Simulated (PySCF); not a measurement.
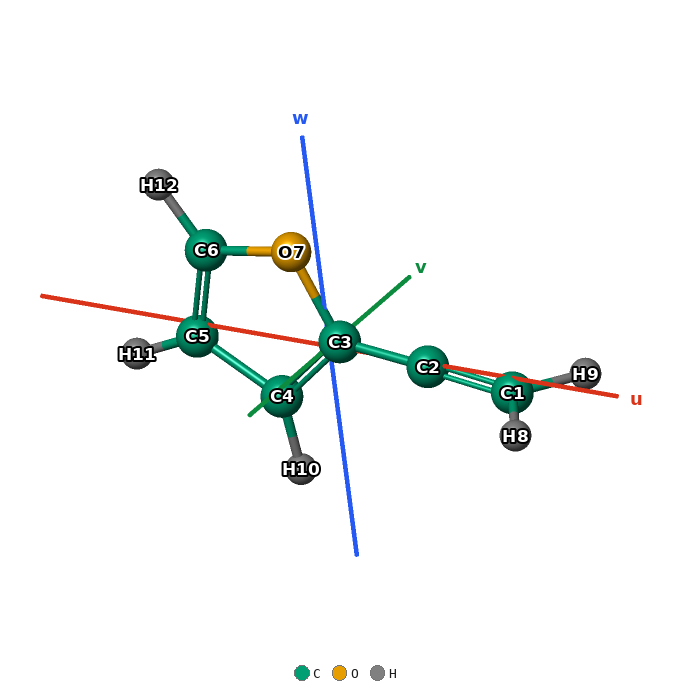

The lines u, v and w are the principal axes of the g tensor. The species is neutral and a spin doublet. The geometry was computed by an optimisation with GFN2-xTB. No frequency run is at hand to confirm it as a minimum. Properties computed with UKS B3LYP, pcH-1 on C H O, non-relativistic, mean-field spin-orbit, GIAO (PySCF 2.14.0).

**Along which axis does g lie farthest from the free-electron value?**

Along w: the shift is 1007 ppm.

Give the principal values and shifts.

```
axis        g  shift (ppm)
   u  2.00236           36
   v  2.00214         −178
   w  2.00333         1007
```
